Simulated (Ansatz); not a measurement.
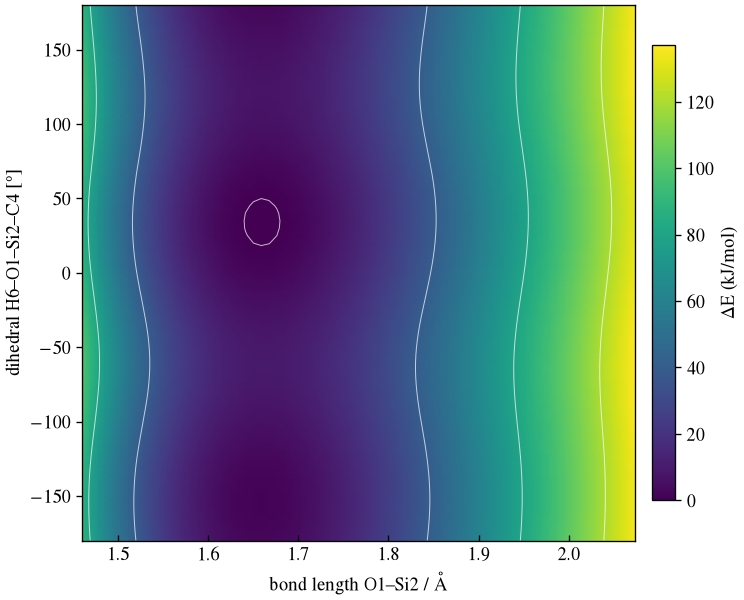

CH3BrO2Si, SMILES O[Si]1(Br)CO1. The first coordinate is: bond length O1–Si2; the second: dihedral H6–O1–Si2–C4. Nothing is relaxed (all other coordinates rigid). The scan uses a 15 × 15 grid. Points are written as (first, second). All energies are given in kJ/mol relative to the lowest grid point. This map comes from RKS PBE-D4/def2-SVP in Ansatz 0.2.0.

Drawn: a smooth colour map with a few white contour lines. Between grid points the surface is interpolated.

The lowest grid point is at (1.680 Å, 36°). A higher local minimum lies near (1.680 Å, −156°) (1.7 kJ/mol above the lowest at that grid point). The highest grid point, (2.074 Å, −60°), lies 137 kJ/mol above the lowest. On the interpolated surface the easiest way out of the lowest well to the well at about (1.66 Å, −155°) passes a barrier of about 7.6 kJ/mol, counted from the interpolated bottom of the well. Round the minimum the two coordinates are nearly uncoupled.

The level of theory is changed to RKS PBE0-D4/def2-SVP in Ansatz 0.2.0; with it change the reference geometry, relaxed at the new level; the new grid has 7 × 8 points, laid about the new relaxed structure.

> How does the landscape change?

The minimum (interpolated where it lies between grid points) moves from about (1.660 Å, 35°) to about (1.639 Å, 35°). The easiest pass out of the lowest well goes from about 7.6 to about 7.2 kJ/mol on the interpolated surfaces.

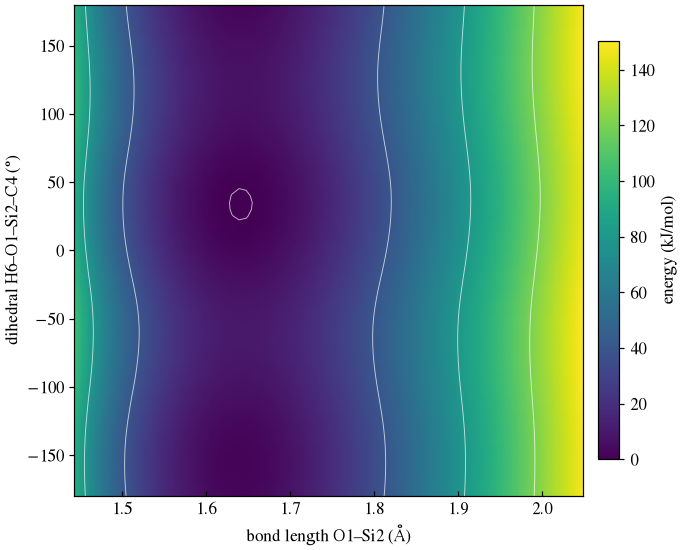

The map after the change, on a colour scale of its own. The picture shows a smooth colour map with a few white contour lines. Between grid points the surface is interpolated.
